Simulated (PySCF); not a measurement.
**BClH$_{3}$O$_{4}$Si (doublet): density, localisation and related maps**

Input file:

```
{"job": {"kind": "epr"}, "charge": 0, "multiplicity": 2}
Si    -1.466076     0.039437    -0.710296
Cl    -2.541625     1.215066     0.579305
O      0.113743     0.440906    -0.766913
B      1.149803     0.166681     0.119197
O      1.052501    -0.797129     1.071773
O      2.273081     0.908247    -0.008330
O     -1.655546    -1.431327     0.096629
H     -2.032189     0.060014    -2.068828
H      0.211106    -1.274583     1.051175
H      2.936783     0.647094     0.637775
```

Command:

```sh
OMP_NUM_THREADS=1 python cluster_run.py task.json out
```

Geometry: PBE0-D3(BJ)/def2-SVP.

Theory: PySCF 2.14.0, density-fitted response routines, UKS B3LYP, IGLO-III on B Cl O Si, pcH-1 on H, non-relativistic, mean-field spin-orbit, GIAO.

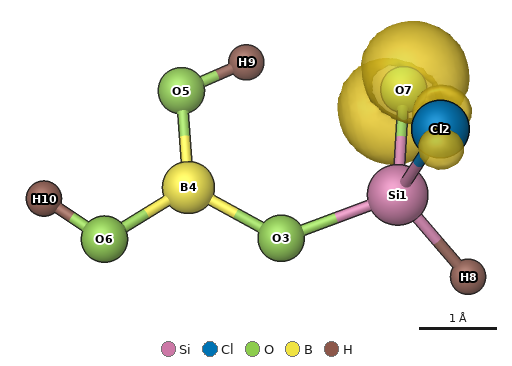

Figure 1. Isosurfaces of the spin density at +0.06 (yellow) and −0.06 e/Å³ (cyan), seen at a tilt.

> Describe the spin distribution.

The unpaired spin (1 electron) lies mostly on O7 (about 0.8) and Cl2 (about 0.1), in electrons by Hirshfeld's partition. Only one sign reaches the isovalue.

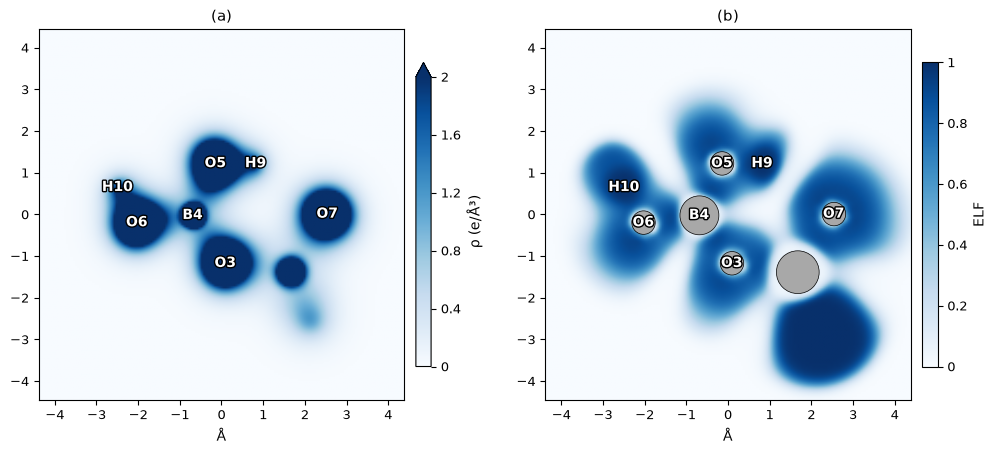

Figure 2. (a) electron density; (b) ELF on the plane of atoms B4, O6 and H10. Grey discs cover the atomic cores in the ELF map.

> Interpret the plot.

Atoms in the plane: O, B and H. B–O (1.35 Å): ρ at the midpoint is about 2.2 e/Å³; the ELF peaks at about 0.90 between the atoms (a polar covalent bond). O–H (0.96 Å): ρ at the midpoint is about 3.7 e/Å³; the ELF climbs to about 1 towards the hydrogen, as it does in any bond to H: an ordinary covalent bond to hydrogen. The ELF also peaks beside O3, O6, O7 and O5, away from the bonds: non-bonding electrons, paired or unpaired.

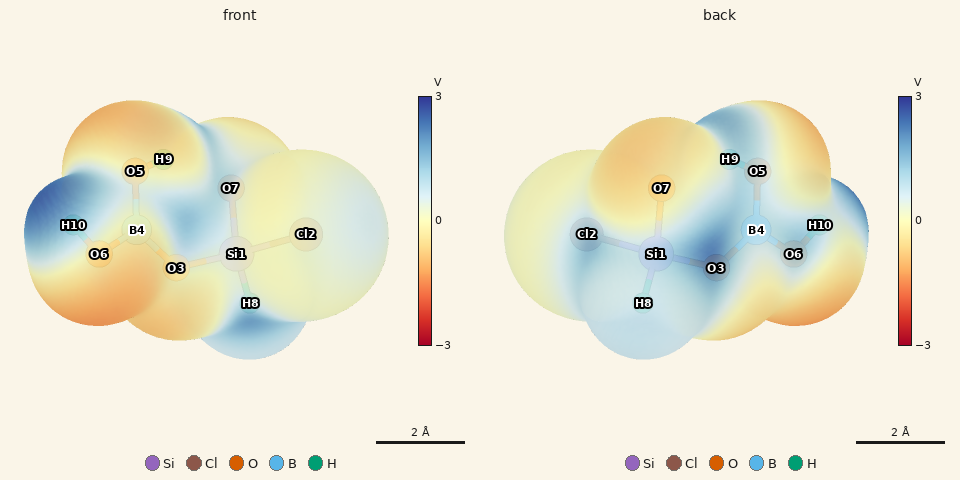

Figure 3. The molecular electrostatic potential painted on the density surface at 0.002 e/bohr³, seen from the front and from behind; the colour scale runs from red (negative) to blue (positive).

> Where is the surface potential most negative and most positive?

The most negative region (about −1.3 V) lies over O6, the most positive (about +2.5 V) over H10. Cl2 shows a σ-hole: about +0.6 V at the tip opposite its bond, against about 0.0 V on its flanks. O6 is the likeliest acceptor of a hydrogen bond.
